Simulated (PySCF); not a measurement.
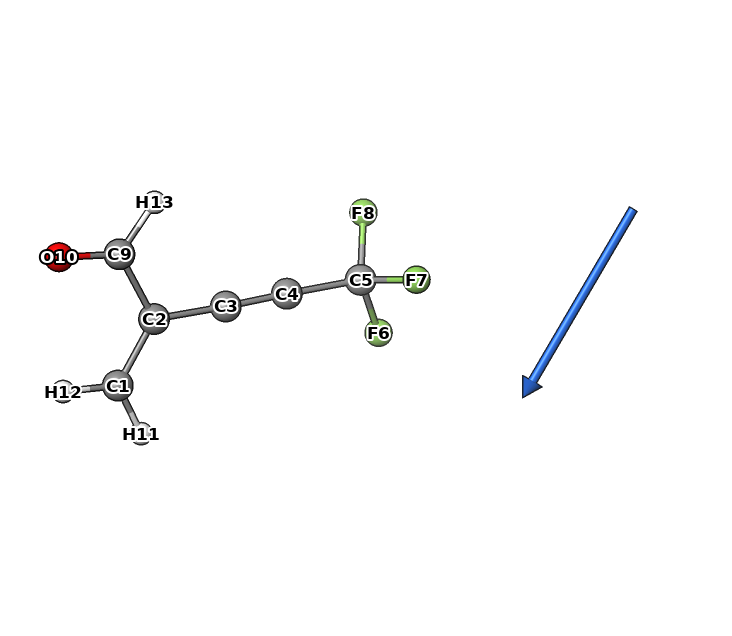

The arrow beside the molecule shows the direction of the dipole moment, from the negative to the positive end (its length means nothing). The computed structure is the end point of a GFN2-xTB optimisation. No frequency run is at hand to confirm it as a minimum. Method: PBE0/pcSseg-1, gas phase (PySCF 2.14.0).

Estimate the dipole moment.

Answer. 1.73 D; it points from the side of F8 to the side of H11, H12 (the outermost atoms at the two ends).
